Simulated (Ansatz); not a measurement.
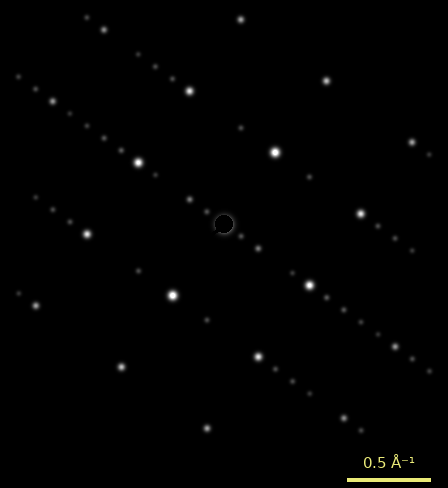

Simulated selected-area electron diffraction pattern (120 kV, kinematic approximation, thin crystal, B = 0.5 Å² for all atoms).

> Describe the geometry of this pattern.

The spots form a rectangular net whose two shortest vectors correspond to d = 7.88 Å and 1.89 Å, 90.0° apart.

> What is the point symmetry of the pattern, intensities included?

2mm.

> Which crystal and zone produced it?

This cannot be fixed from one zone alone; the pattern is [210] of Zn3Se2, space group R-3m (No. 166), a = 3.77 Å, c = 23.63 Å (hexagonal axes). The net vectors are 0 0 3 (weak) and 1 -2 0. Structure: the geometry relaxed with DFT PBE, scalar-relativistic, plane waves, PAW (Ansatz); the starting structure was generated, so it need not be a known form of this composition.
